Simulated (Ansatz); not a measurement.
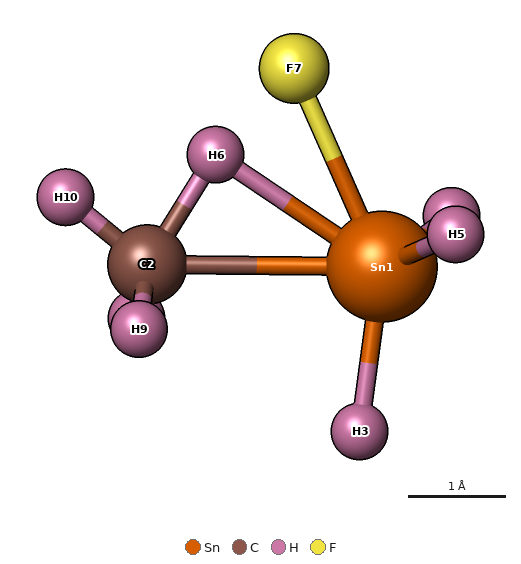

*The input geometry (ball-and-stick view, seen at a tilt; atoms are numbered from 1 in the order of the input). Sticks mark near contacts.*

# Single-point calculation, with input and output: CH7FSn

CH7FSn, computed with RKS PBE0-D4/def2-TZVPP (Ansatz 0.2.0).

The geometry is a transition state. The reaction was set up to form Sn1–F7 and C2–H6 and to break Sn1–C2 and H6–F7 (atoms counted from 1 in the order of the input); sticks are drawn by distance alone. The geometry comes from this level: PBE0-D4/def2-TZVP.

**What the program printed**
```
Functional definition: PBE0
  name "PBE0"
  cite "Adamo & Barone, J. Chem. Phys. 110, 6158 (1999) doi:10.1063/1.478522"
  cite "Perdew, Burke & Ernzerhof, Phys. Rev. Lett. 77, 3865 (1996) doi:10.1103/PhysRevLett.77.3865"
  parent pbe
  parameter a = 0.25
  parameter kappa = 0.804
  parameter beta = 0.06672455060314922
  exchange = (1 - a)*pbe_x(kappa = kappa, mu = beta*pi^2/3) + a*exact_x
  correlation = pbe_c(beta = beta)
1210 factors; their error is unknown
mean field evaluation 1: about -9689.5660 eV, gradient 5.5e1 eV
mean field evaluation 2: about -9684.7157 eV, gradient 7.2e1 eV
mean field evaluation 4: about -9695.4086 eV, gradient 4.9e0 eV
mean field evaluation 8: about -9695.4552 eV, gradient 2.5e-2 eV
mean field evaluation 16: about -9695.5338 eV, gradient 4.0e-5 eV
mean field -9695.53378677 eV, -356.3042947948 hartree, gradient 4.0e-5 eV, S^2 0.000000; 0 other end points of the search recorded, 0 dependent functions left out
reference -9695.53382321 eV, -356.3042961343 hartree; 22, 22 occupied and 188, 188 virtual orbitals, 1210 factors
Total energy: -9695.66639149 eV, -356.3091679284 hartree
```

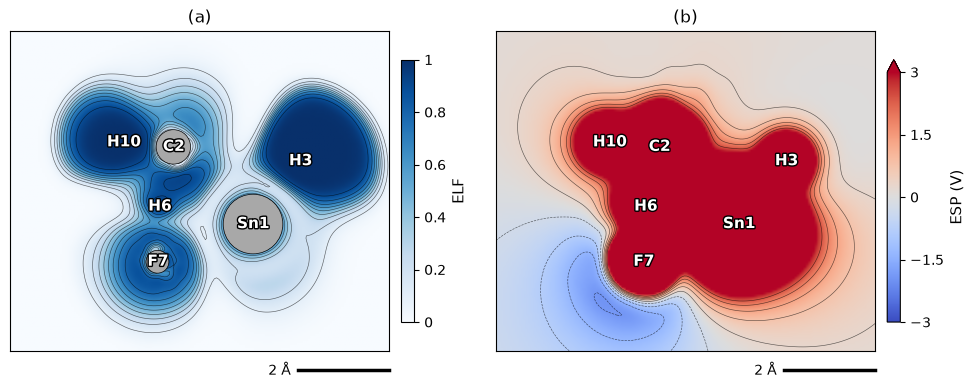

*(a) ELF; (b) electrostatic potential on the plane of atoms H6, Sn1 and F7. Grey discs, where drawn, cover atomic cores.*

Atoms in the plane: Sn, C, H and F. Sn–F (2.25 Å): the ELF is about 0.10 at the midpoint. C–Sn (2.43 Å): the ELF peaks at about 0.85 in the valence shell of C, 0.8 Å from its nucleus, and drops to about 0.15 between the two atoms. C–H (1.10 Å): the ELF climbs to about 1 towards the hydrogen, as it does in any bond to H (a covalent bond by its length). Sn–H (1.73 Å): the ELF climbs to about 1 towards the hydrogen.

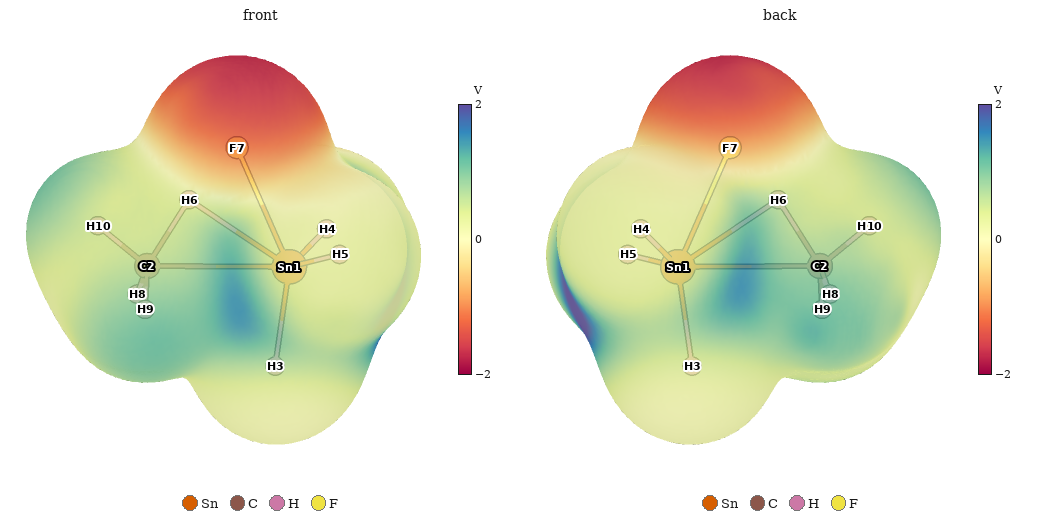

*The molecular electrostatic potential painted on the density surface at 0.002 e/bohr³, seen at a tilt and from behind; red is negative and blue positive.*

A positive charge is drawn to the negative regions and a negative charge to the positive ones.

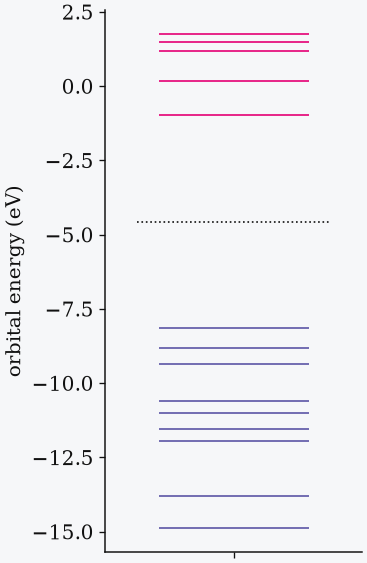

*Orbital energies near the frontier; the dotted line parts filled from empty levels, and levels within 0.02 eV of each other stand side by side.*

Highest filled −8.14 eV, lowest empty −0.98 eV, 7.16 eV apart.

The run was set up as follows.

**Input**
```yaml
crystal:
  periodic: [false, false, false]
  atoms:
    - {symbol: Sn, position_ang: [-0.697299, 0.998926, -0.157936]}
    - {symbol: C, position_ang: [0.477724, -1.124806, -0.102662]}
    - {symbol: H, position_ang: [-1.625480, 0.210940, -1.380177]}
    - {symbol: H, position_ang: [-1.720004, 1.312581, 1.159348]}
    - {symbol: H, position_ang: [0.138867, 2.286517, -0.880779]}
    - {symbol: H, position_ang: [0.830369, -0.115327, 0.703812]}
    - {symbol: F, position_ang: [0.984563, 0.906893, 1.332345]}
    - {symbol: H, position_ang: [-0.416274, -1.720985, 0.077904]}
    - {symbol: H, position_ang: [0.722708, -1.123517, -1.164369]}
    - {symbol: H, position_ang: [1.304725, -1.631123, 0.412513]}
basis:
  gaussian: {orbitals: def2-TZVPP}
hamiltonian: {xc: pbe0, dispersion: d4}
output: {orbitals: {seedname: orbitals}}
```

Launch command:
```bash
ansatz run in.yaml --threads 4 --pin off --events-out ev --progress --plain --max-ram 9574MiB
```

**Results in brief**

- outcome: converged
- total energy: −9695.6664 eV
- mean-field energy: −9695.5338 eV
- dispersion energy: −0.1326 eV
- SCF solution under orbital rotations: stable
- HOMO: −8.14 eV
- LUMO: −0.98 eV
- hardware: 4 threads of Arm Neoverse V2, 23 GiB of memory available, shared host
- wall time: 1.7 s (CPU time 6.1 s)
- peak memory: 0.41 GiB
